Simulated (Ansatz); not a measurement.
Reaction (SMILES): [O]Cl (O-Cl) → ClO+ (triplet, bonded as [O]Cl) + e-
B3LYP-D3(BJ)/def2-TZVP geometries, fixed; electronic energies without zero-point terms.
Largest species:
```xyz
2

Cl     0.0000     0.0000    -0.5055
O      0.0000     0.0000     1.0742
```
Charge 0, spin multiplicity 2.

Basis-set convergence of the adiabatic ionisation energy at PBE0 with Ansatz (a program for electronic structure). Cartesian d functions, on some or all atoms, in 6-31G**, 6-31+G*, 6-311+G**; all else is spherical. The program fits the integrals of some runs and decomposes those of others, by size. Open shells are unrestricted. No added dispersion term, no relativity. Functions are those of the species that has most. Reference: the value in aug-cc-pV(5+d)Z, 10.761 eV, itself unsure by roughly 0.003 eV (its mean distance from pcseg-4, aug-pcseg-3, aug-cc-pV(Q+d)Z). Deviations are taken from unrounded values.

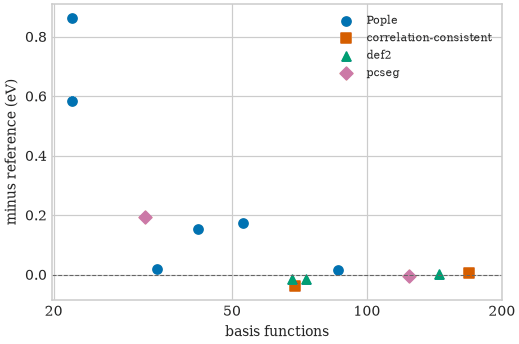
Fig. 1. Deviation from the reference against the number of basis functions, by family of sets.

```tsv
basis	functions	adiabatic ionisation energy (eV)	minus reference (eV)
3-21G	22	11.345	0.585
6-31G	22	11.624	0.863
pcseg-1	32	10.953	0.192
6-31G**	34	10.778	0.017
6-31+G*	42	10.913	0.153
6-311+G**	53	10.934	0.173
def2-TZVP	68	10.746	-0.014
cc-pV(T+d)Z	69	10.721	-0.040
def2-TZVPP	73	10.747	-0.014
6-311++G(3df,3pd)	86	10.778	0.017
pcseg-3	124	10.756	-0.005
def2-QZVPPD	145	10.762	0.002
aug-cc-pV(Q+d)Z	169	10.766	0.005
```
